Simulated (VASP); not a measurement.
Given:

```xyz
2
Lattice="0.0000 2.9862 2.9862 2.9862 0.0000 2.9862 2.9862 2.9862 0.0000" Properties=species:S:1:pos:R:3 pbc="T T T"
Pb     0.0000     0.0000     0.0000
S      2.9862     2.9862     2.9862
```

Computed with r2SCAN meta-GGA, VASP's PBE PAW potentials (set 64) (plane waves; VASP 6.6.1). Settings: 400 eV cut-off, 9×9×9 Γ-centred mesh, tetrahedra with Blöchl corrections, potentials Pb_d S.

Unless said otherwise, spin-orbit coupling is left out, though it shifts the bands of the heavy elements here.

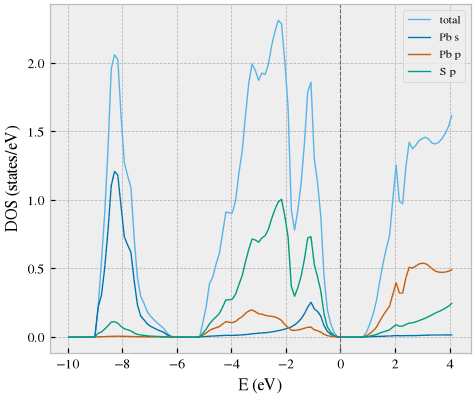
Total and projected density of states, zero at the valence-band maximum

Within 2 eV below the valence-band maximum the largest weight inside VASP's projection spheres is S p, then Pb s.

The gap is direct, 0.70 eV, from the valence maximum at L to the conduction minimum at L.

The structure comes from a measured PbS entry (Fm-3m) of the Crystallography Open Database, whose conditions weren't checked. It was relaxed first.
